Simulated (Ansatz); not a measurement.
**SiO2 (Fddd): G0W0 under other settings**

Aim: change settings of a G0W0 run on SiO2 (Fddd) and see what moves.

Program: Ansatz 0.2.0. Level of theory: G0W0 on LDA, plane waves, PAW; PAW set soft_1. Results are calculated unless marked as measured.

## 1. The starting structure

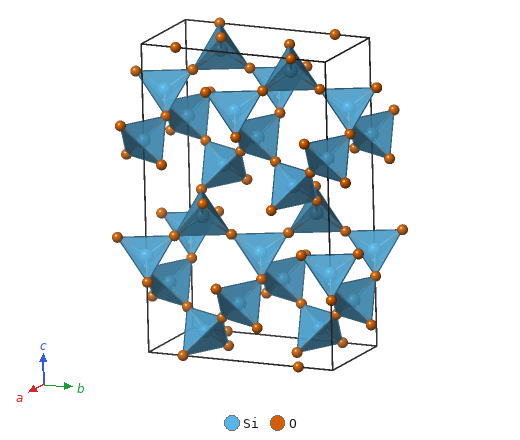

The cell as given, slightly off an axis (silicon blue, oxygen orange). This picture shows the conventional cell, with its axes. Bonds to atoms that aren't drawn are left out. Some periodic images of atoms are drawn too.

The cell and positions are those that the Materials Project relaxed with its own functionals (PBE, PBE+U or r2SCAN), kept fixed.

## 2. The base run: 4×4×4 mesh, 417 empty bands, screening to 108 eV, plasmon pole, PAW set soft_1 files

Now the one-shot GW correction: screening in the RPA, then the self-energy of the levels asked for. This step takes PAW set soft_1 files.

Contents of input.yaml:

```yaml
crystal:
  lattice:
    - [0.0, 4.71625711, 7.3627753715]
    - [2.3595806657, 0.0, 7.3627753715]
    - [2.3595806657, 4.71625711, 0.0]
  atoms:
    - { symbol: Si, position: [0.56323108, 0.56323108, 0.93676892] }
    - { symbol: Si, position: [0.31323108, 0.31323108, 0.68676892] }
    - { symbol: Si, position: [0.68676892, 0.68676892, 0.31323108] }
    - { symbol: Si, position: [0.93676892, 0.93676892, 0.56323108] }
    - { symbol: O, position: [0.625, 0.125, 0.625] }
    - { symbol: O, position: [0.625, 0.625, 0.125] }
    - { symbol: O, position: [0.625, 0.625, 0.625] }
    - { symbol: O, position: [0.125, 0.625, 0.625] }
    - { symbol: O, position: [0.1865604, 0.8134396, 0.1865604] }
    - { symbol: O, position: [0.8134396, 0.1865604, 0.8134396] }
    - { symbol: O, position: [0.4365604, 0.0634396, 0.4365604] }
    - { symbol: O, position: [0.0634396, 0.4365604, 0.0634396] }
kpoints:
  mp_grid: { grid: [4, 4, 4] }
hamiltonian:
  xc: lda
  pseudopotentials: { kind: paw, azcp: { folder: soft_1 }, xc_functional: pbe }
scf:
  occupations: { method: fixed }
gw:
  n_empty_bands: 417
  ecut_chi: 108
  qp_bands: [v4, c4]
  qp_kpoints: band_edges
  screening: { model: godby_needs }
```

Launch:

```
> ansatz run input.yaml --threads 3 --pin off --max-ram 92160MiB --backend cuda --events-out ev --progress --plain --runs-dir out --devices 1 --max-vram 13GiB
```

Numbers of over 12 decimals in the logs are rounded to 6 here.

What it wrote:

```text
GPUs: using 1 of 1 available (devices: 1).
Engine: ansatz 0.2.0, x86_64-unknown-linux-gnu
Pseudopotentials: kind: paw
Pseudopotential: Si, paw, valence charge 4, recommended cutoff 420 eV (normal), soft_1/Si.paw.azcp
Pseudopotential: O, paw, valence charge 6, recommended cutoff 420 eV (normal), soft_1/O.paw.azcp
Functional definition: SPW92
  exchange = slater_x
  correlation = pw_c
device memory: the entry about to start is reckoned to put 3.9 GiB on a device that reports 67.9 GiB free (of which the cap on the GPU budget leaves the run 13.0 GiB)
GPU FFT provider: cuFFT
GPU libraries: cuBLAS 13.8.2, cuFFT 12.4.0, cuSOLVER 12.3.4
Crystal: 12 atoms, lattice volume = 163.872 Å³
Basis set: ecut = 420 eV, 3169 PW (Γ)
Bands: 44, of which v1, the nominal top of the filled ones, is band 32 counted from 1 (31 counted from 0)
Symmetry: 8 space group operations
Space group: Fddd (ITA 70), of the structure as read, at distance tolerance 5.5e-5 Å
k-points: 18 of 64
Non-local potential: Si, projectors of the file, l = 0: 2, l = 1: 2, l = 2: 1
Non-local potential: O, projectors of the file, l = 0: 2, l = 1: 2, l = 2: 1
PAW form: soft (Blöchl's): semilocal exchange-correlation on the pseudo side does not see the compensation charge
PAW frozen core: Si, regenerated for the run's functional, and the local potential with it (the file was generated under x = pbe(κ = 0.804, μ = 0.219515), c = pbe(β = 0.066725))
PAW frozen core: O, regenerated for the run's functional, and the local potential with it (the file was generated under x = pbe(κ = 0.804, μ = 0.219515), c = pbe(β = 0.066725))
PAW one-centre angular grid: Si, 110 points (default); XC on 64 Gauss nodes
PAW one-centre angular grid: O, 110 points (default); XC on 64 Gauss nodes
Initial density: superposition of atomic densities (chi_scale 0.1, normalization cell, long waves kept (reshape's long-wave potential 0.01 eV rms))
Initial wavefunctions: pseudopotential atomic-orbital guess
GPU buffer pool allocated for 116640 grid points (all kernels)
GPU transforms: local potential and band sums: pruned to the plane-wave sphere, on 60×54×36
Functional: x = slater, c = lda
SCF iter   1: F=—  HF=-6897.269031 eV  |F-HF|=—  |Δ(HF+E_count)|=         —  Δρ=1.22e-1  dr2=2.19e1  ethr=3.10e-3  ⟨swp⟩=4.8  Hψ=3262  notcnv=0  defer=148
preconditioner: auto → Resta (q_TF=auto, 2.333 Å⁻¹)  ε∞=2.7  [insulator: Δε(μ)=7.136 eV  Ē_g=17.907 eV  n_scr=30 (ndim 8)  ℏωp=23.2 eV  f_vac=0.049  ε∞_Penn≈2.7]
SCF iter   2: F=—  HF=-6891.057086 eV  |F-HF|=—  |Δ(HF+E_count)|=    6.21e0  Δρ=4.17e-2  dr2=1.16e0  ethr=3.10e-3  ⟨swp⟩=3.7  Hψ=2098  notcnv=0  defer=160
SCF iter   3: F=—  HF=-6890.792108 eV  |F-HF|=—  |Δ(HF+E_count)|=   2.65e-1  Δρ=1.96e-2  dr2=3.66e-1  ethr=1.82e-3  ⟨swp⟩=1.9  Hψ=738  notcnv=0  defer=175
[...]
NSCF: frozen V_eff on 1 k-points
SCF converged after 8 iterations
Free energy (F): -6890.709766 eV
Harris-Foulkes:  -6890.709766 eV  (|F-HF|=7.34e-8)
Internal energy: -6890.709766 eV  (E = F + TS)
E sigma→0 (E₀):  -6890.709766 eV
Fermi energy:    1.447511 eV
--- Per-component energies (eV) ---
  E_band       = -345.440159
  E_kinetic    = 1546.653873
  E_local      = -4240.163944  (includes V_loc(G=0)·N_el)
  E_nonlocal   = 528.931622
  E_hartree    = 1558.261466
  E_xc         = -789.627636
  E_vxc        = -919.888347  (∫ρ·V_xc dr)
  E_paw        = -3165.226850  (= ΣΔE_a)
  E_vpaw       = -377.502226  (= ΣTr[D̂ρ^β])
  E_aug_tail   = 0.006884  (compensation charges beyond the density's cutoff)
  E_ewald      = -2330.657877
  E_core_change = 1.112695  (= ΣΔE_core)
  E_smearing   = -0.000000  (= −TS)
  E_closure    = -0.000000  (closes the sum)
  Σ components = -6890.709766   (vs F -6890.709766, Δ=0.00e0)
--- Band table (eV; the first three rows and the last of 18) ---
  k-point 0: bands = [... 28 lower, 0.8042, 1.0083, 1.4099, 1.4475, 6.9810, 9.5144, 9.5647, 9.9041, ... 8 higher]
  k-point 1: bands = [... 28 lower, 0.6813, 1.0260, 1.2064, 1.2809, 7.9190, 9.9867, 10.0478, 10.2783, ... 8 higher]
  k-point 2: bands = [... 28 lower, 0.8286, 0.8734, 1.1237, 1.1847, 9.4064, 9.9763, 10.2058, 10.7001, ... 8 higher]
  k-point 17: bands = [... 28 lower, 0.8148, 0.8148, 1.2814, 1.2814, 8.1256, 8.1256, 10.0021, 10.0021, ... 8 higher]
--- G₀W₀: ω_p = 23.2057 eV, 64 q-points, 417 empty bands' worth ---
  eigenvalues of the whole cell's RPA ε∞ on this k-mesh (on a slab, of 1 + 4πα/V) = 2.2735, 2.3242, 2.3365; static W/v taken at q = 0 is 0.433107
  GN-PPA: 3684842/11131793 pairs with Re ω̃² < 0 across q-mesh
  bands read: the sum over 449 bands ends inside a degenerate multiplet in 6 slots, whose members it reads at an even weight; the widest, k=6: bands 449 to 450 (counted from 1) at 1/2 each
  gw.qp_kpoints: band_edges: 18 of 18 stored k-points solved, in 1 pass; an edge of the gap read off the rows below is read off those points alone
    ik  band        ε_KS         Σx   Σc(E_QP)       V_xc       Z   E_QP_lin       E_QP  E_QP is
     0    29      0.8042   -26.3416     4.2511   -20.5507  0.8128    -0.7500    -0.7356  root
     0    30      1.0083   -26.5876     4.3182   -20.7265  0.8114    -0.5484    -0.5346  root
     0    31      1.4099   -26.9245     4.2661   -21.2008  0.8118    -0.0600    -0.0477  root
     0    32      1.4475   -26.5903     4.2688   -20.8379  0.8117    -0.0488    -0.0361  root
     0    33      6.9810    -6.9733    -3.2964   -11.7613  0.8726     8.4811     8.4725  root
     0    34      9.5144    -6.1078    -3.8406   -11.8416  0.8665    11.4228    11.4075  root
     0    35      9.5647    -5.5973    -3.8082   -11.2726  0.8685    11.4469    11.4318  root
     0    36      9.9041    -7.7439    -3.5691   -13.2195  0.8596    11.8270    11.8106  root
[...]
17    33      8.1256    -7.6193    -3.3038   -12.5606  0.8667     9.7738     9.7631  root
    17    34      8.1256    -7.6193    -3.3038   -12.5606  0.8667     9.7738     9.7631  root
    17    35     10.0021    -6.5266    -3.7690   -12.2452  0.8630    11.9681    11.9517  root
    17    36     10.0021    -6.5266    -3.7690   -12.2452  0.8630    11.9681    11.9517  root
```

Run time: 1.8 min. Hardware: 1 × NVIDIA H100 80GB HBM3 (shared by 6 runs) with 3 threads of AMD EPYC 7R13 (Zen 3), shared host; peak memory 3.5 GiB; 4.2 min of CPU time.

Numbers from this step:

```yaml
bands_summed: 449
plasmon_pole_fit_frequency: 23.21 eV
rpa_eps_infinity_on_this_mesh_eigenvalues: 2.273, 2.324, 2.337
plane_waves_in_the_screening_matrix: 425
q_points_in_the_mesh: 64
g0w0_gap_on_the_mesh: 8.509 eV
k_of_the_valence_top: 0, 0, 0
k_of_the_conduction_bottom: 0, 0, 0
starting_gap_on_the_mesh: 5.533 eV
z_at_the_valence_top: 0.8117
z_at_the_conduction_bottom: 0.8726
least_direct_g0w0_gap_on_the_computed_points: 8.509 eV
```

The gap on the mesh goes from 5.53 eV to 8.51 eV, a correction of +2.98 eV. Between the two edge states, bare exchange in place of the xc potential would open the gap by 10.54 eV, and correlation takes back 7.57 eV.

## 3. Variant: plasmon pole at a typed frequency

Edit input.yaml of step 2 so:

```diff
@@ -26,4 +26,4 @@
 gw:
-  n_empty_bands: 417
-  ecut_chi: 108
+  n_empty_bands: 372
+  ecut_chi: 100
   qp_bands: [v4, c4]
@@ -31 +31,2 @@
   screening: { model: godby_needs }
+  plasmon_pole_fit_frequency: 5
```

What it wrote:

```text
GPUs: using 1 of 1 available (devices: 1).
[...]
GPU FFT provider: cuFFT
GPU libraries: cuBLAS 13.8.2, cuFFT 12.4.0, cuSOLVER 12.3.4
Crystal: 12 atoms, lattice volume = 163.872 Å³
Basis set: ecut = 420 eV, 3169 PW (Γ)
Bands: 44, of which v1, the nominal top of the filled ones, is band 32 counted from 1 (31 counted from 0)
Symmetry: 8 space group operations
[...]
k-points: 18 of 64
[...]
GPU buffer pool allocated for 116640 grid points (all kernels)
[...]
SCF iter   1: F=—  HF=-6897.269031 eV  |F-HF|=—  |Δ(HF+E_count)|=         —  Δρ=1.22e-1  dr2=2.19e1  ethr=3.10e-3  ⟨swp⟩=4.8  Hψ=3262  notcnv=0  defer=148
[...]
SCF iter   8: F=-6890.709766 eV  HF=-6890.709766 eV  |F-HF|=7.34e-8  |Δ(HF+E_count)|=   3.50e-6  Δρ=7.54e-6  dr2=9.25e-8  ethr=1.56e-10  ⟨swp⟩=14.2  Hψ=5069  notcnv=0
SCF 1 converged in 8 iterations: F = -6890.709766 eV  dr2 = 9.25e-8
[...]
NSCF: frozen V_eff on 18 k-points
[...]
G₀W₀ screening: q 1/18
[... further progress lines ...]
[...]
SCF converged after 8 iterations
Free energy (F): -6890.709766 eV
[...]
Internal energy: -6890.709766 eV  (E = F + TS)
E sigma→0 (E₀):  -6890.709766 eV
Fermi energy:    1.447511 eV
[...]
--- Band table (eV; the first three rows and the last of 18) ---
  k-point 0: bands = [... 28 lower, 0.8042, 1.0083, 1.4099, 1.4475, 6.9810, 9.5144, 9.5647, 9.9041, ... 8 higher]
  k-point 1: bands = [... 28 lower, 0.6813, 1.0260, 1.2064, 1.2809, 7.9190, 9.9867, 10.0478, 10.2783, ... 8 higher]
  k-point 2: bands = [... 28 lower, 0.8286, 0.8734, 1.1237, 1.1847, 9.4064, 9.9763, 10.2058, 10.7001, ... 8 higher]
  k-point 17: bands = [... 28 lower, 0.8148, 0.8148, 1.2814, 1.2814, 8.1256, 8.1256, 10.0021, 10.0021, ... 8 higher]
--- G₀W₀: ω_p = 5.0000 eV, 64 q-points, 372 empty bands' worth ---
[...]
GN-PPA: 2745036/8864153 pairs with Re ω̃² < 0 across q-mesh
[...]
0    29      0.8042   -26.3416     4.3919   -20.5507  0.7943    -0.6101    -0.5948  root
     0    30      1.0083   -26.5876     4.4562   -20.7265  0.7930    -0.4125    -0.3966  root
     0    31      1.4099   -26.9245     4.3974   -21.2008  0.7940     0.0699     0.0836  root
     0    32      1.4475   -26.5903     4.4041   -20.8379  0.7932     0.0851     0.0992  root
     0    33      6.9810    -6.9733    -3.2618   -11.7613  0.8592     8.5191     8.5071  root
     0    34      9.5144    -6.1078    -3.7867   -11.8416  0.8524    11.4840    11.4614  root
     0    35      9.5647    -5.5973    -3.7497   -11.2726  0.8539    11.5120    11.4902  root
     0    36      9.9041    -7.7439    -3.5435   -13.2195  0.8440    11.8593    11.8361  root
[...]
17    33      8.1256    -7.6193    -3.2740   -12.5606  0.8524     9.8081     9.7929  root
    17    34      8.1256    -7.6193    -3.2740   -12.5606  0.8524     9.8081     9.7929  root
    17    35     10.0021    -6.5266    -3.7235   -12.2452  0.8479    12.0215    11.9971  root
    17    36     10.0021    -6.5266    -3.7235   -12.2452  0.8479    12.0215    11.9971  root
```

It took 1.7 min on 1 × NVIDIA H100 80GB HBM3 (shared by 6 runs) with 3 threads; peak memory 3 GiB; 4 min of CPU time.

The G0W0 gap on the mesh is 8.408 eV.

Against the base:

| setting | base | variant |
| --- | --- | --- |
| empty bands | 417 | 372 |
| screening cutoff (eV) | 108 | 100 |
| plasmon pole fit frequency | - | 5 |

| quantity | variant | base |
| --- | --- | --- |
| starting gap on the mesh | 5.533 | 5.533 |
| G0W0 gap on the mesh | 8.408 | 8.509 |
| least direct G0W0 gap on the computed points | 8.408 | 8.509 |
| Z at the valence top | 0.793 | 0.812 |
| Z at the conduction bottom | 0.859 | 0.873 |

## 4. Outcome

```json
{
  "base": "8.51 eV, 1.8 min",
  "plasmon pole at a typed frequency": "8.41 eV, 1.7 min"
}
```

In words: Plasmon pole at a typed frequency: the gap moves by −0.10 eV. The variant differs from the base in empty bands, screening cutoff and plasmon pole fit frequency together, so the change can't be laid to one of them. All runs here use a coarse mesh and modest cutoffs; they test settings and are not final values.

[Paths, hosts, dates, memory and timing lines, banners, echoed tables and standing remarks are left out of the program output.]

[Logs are printed without paths, hosts, clocks, repeated set-up lines and the standing remarks that a program may print on its own settings, such as how far it seeks lower states.]

[Runs of the session that timed out or met a known fault of the program may be left out.]

[Cells called generated may have been cut or substituted from an entry of the Crystallography Open Database or the Materials Project.]

[Hosts, paths, dates, database ids (printed as entryN), source tags and the programs' standing remarks are cut or masked in the printed files.]
